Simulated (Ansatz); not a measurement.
# Calculations on Si$_{2}$NH$_{7}$O

## 1. Relaxation

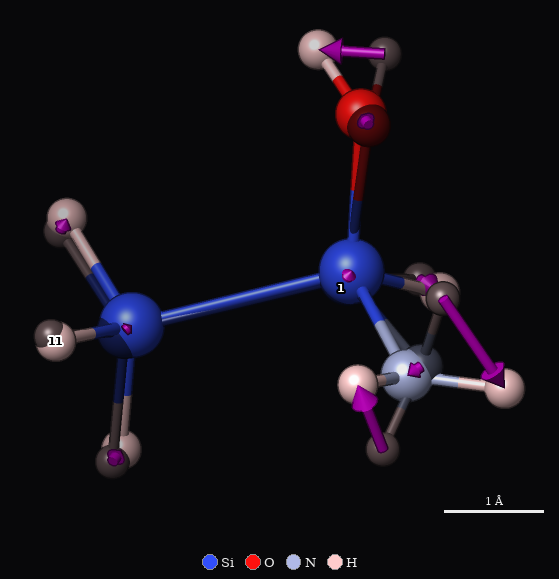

A relaxation of Si2NH7O. The starting structure is drawn faded, the final one solid; purple arrows show the displacements, at their true length. The two geometries are superimposed by the best rigid fit.

The picture is a ball-and-stick view, seen at a tilt.

The run prepares an end point of a later path (reaction) calculation, from a guessed geometry.

Level of theory: RKS r2SCAN-D4/def2-mTZVP in Ansatz. (no spin polarisation; force threshold 0.03 eV/Å; at most 50 steps)

> Atoms of which element are displaced furthest, and by how much?

Hydrogen: up to 1.22 Å, against 0.20 Å for oxygen.

> Describe the change and its energy.

An H atom moves most after the best rigid fit: 1.22 Å. Largest moves by element: H 1.22 Å, O 0.20 Å, N 0.18 Å, Si 0.12 Å. Some distances before and after: O–Si 1.724 → 1.670 Å, H–N 1.019 → 1.012 Å, Si–Si 2.354 → 2.348 Å. Bond angles that change, for instance: Si–N–H 104.6° → 120.3°, O–Si–N 96.3° → 111.2°, N–Si–H 114.4° → 105.7°. Groups turn about N–Si by about 75°, O–Si by about 45°. Over 21 accepted moves (25 points after the start) the energy falls by 23.2 kJ/mol. Largest force component: 0.98 eV/Å at the start, 0.012 eV/Å at the end. The line search rejected the trial steps at points 8, 10, 17, 18 of the run. The forces were under the threshold at step 11, but the run went on from there. Cost: 85 s on 4 threads of Arm Neoverse N1, with other jobs on the host, peak memory 0.17 GiB.

## 2. Relaxation

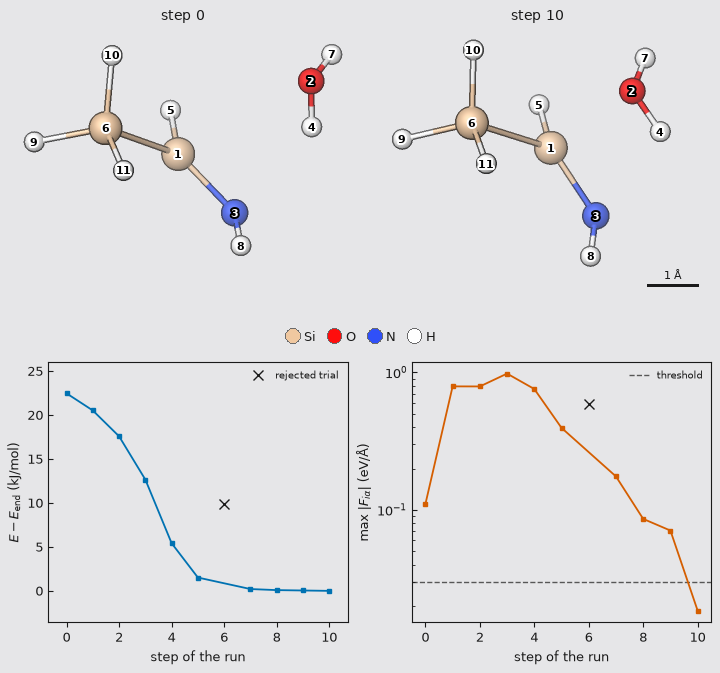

First and last geometry of a relaxation of Si2NH7O, with the history of the run. Style: ball-and-stick. Shown at a tilt.

The run prepares an end point of a later path (reaction) calculation, from a guessed geometry.

All numbers below come from RKS r2SCAN-D4/def2-mTZVP (Ansatz 0.2.0).

Input file:
```yaml
crystal:
  periodic: [false, false, false]
  atoms:
    - { symbol: Si, position_ang: [0.431203, 0.057272, -0.807295] }
    - { symbol: O, position_ang: [-0.402898, 2.14236, 1.279332] }
    - { symbol: "N", position_ang: [1.838295, 0.593805, -0.211746] }
    - { symbol: H, position_ang: [0.529344, 2.063235, 1.015276] }
    - { symbol: H, position_ang: [-0.186713, 0.92094, -1.845904] }
    - { symbol: Si, position_ang: [-0.775862, -1.895493, -0.299632] }
    - { symbol: H, position_ang: [-0.660508, 3.024363, 0.977748] }
    - { symbol: H, position_ang: [2.328783, 0.024694, 0.476333] }
    - { symbol: H, position_ang: [-0.791771, -2.807374, -1.478225] }
    - { symbol: H, position_ang: [-2.179117, -1.538992, 0.045122] }
    - { symbol: H, position_ang: [-0.130955, -2.58471, 0.849091] }
basis:
  gaussian: { orbitals: def2-mTZVP }
hamiltonian:
  xc: r2scan
  dispersion: d4
relax:
  f_tol: 0.03
  max_steps: 50
```

Command:
```bash
ansatz run input.yaml --threads 4 --pin off --max-ram 5120MiB --backend cpu --events-out ev --progress --plain --runs-dir out
```

Read the history and describe the run.

Answer. It converged. After 9 accepted moves (10 points after the start) the energy has fallen by 22.5 kJ/mol. The largest force component goes from 0.11 to 0.019 eV/Å. The line search rejected the trial step at point 6 of the run. The atom that moves furthest after the best rigid fit is H7 (0.81 Å). Largest moves by element: H 0.81 Å, O 0.68 Å, Si 0.39 Å, N 0.16 Å. Some distances before and after: Si1–O2 3.066 → 2.047 Å, O2–H4 0.972 → 0.991 Å, Si1–H5 1.485 → 1.495 Å, Si1–N3 1.619 → 1.628 Å. Bond angles that change, for instance: H5–Si1–Si6 114.9° → 110.8°, Si1–N3–H8 118.8° → 121.6°, H4–O2–H7 104.2° → 106.5°.

Limits of the set-up: the start holds two separate molecules, 2.3 Å apart at their closest, whose relative position is a soft coordinate.

## 3. Path

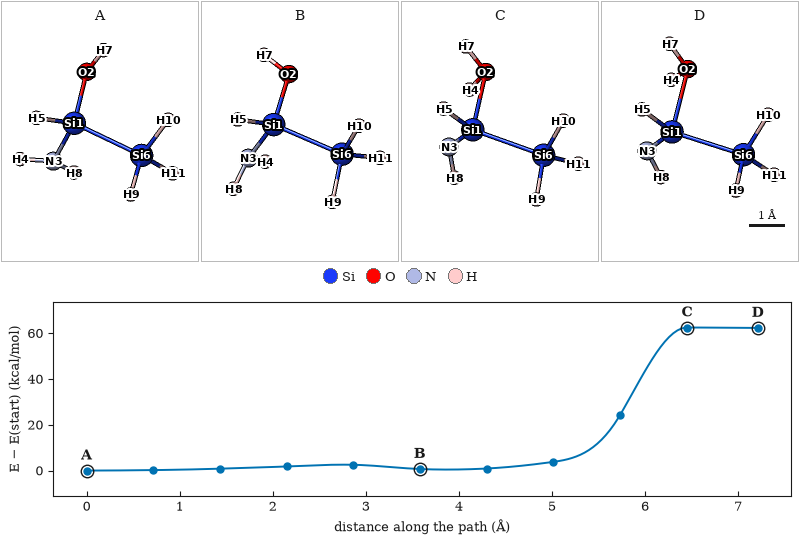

A search for the minimum-energy path of Si2NH7O by the nudged elastic band. Images are numbered from 0 (start) to 10 (end). Frames A to D are images 0, 5, 9, 10. The picture is a ball-and-stick view, seen from a free direction.

All numbers below come from Ansatz, RKS r2SCAN-D4/def2-mTZVP. Settings: 9 movable images; climbing image; force threshold 0.03 eV/Å; iteration limit 60; starting path through a guess of the saddle point.

Question: Describe the mechanism and the energy profile.

Answer: Forward barrier 62.5 kcal/mol, backward barrier 0.2 kcal/mol, with image 9 at the top; the reaction energy is +62.3 kcal/mol. A hydrogen atom shifts from one atom to another. Breaking: N3–H4 (1.01 → 1.78 at the top → 2.18 Å). Forming: O2–H4 (3.26 → 1.04 at the top → 0.99 Å). The band is converged. At the top, the vibrational analysis gives one imaginary mode (206i cm⁻¹), as a transition state must have.

The run took 26 min on 4 threads of Arm Neoverse N1 (shared host), peak memory 0.19 GiB.
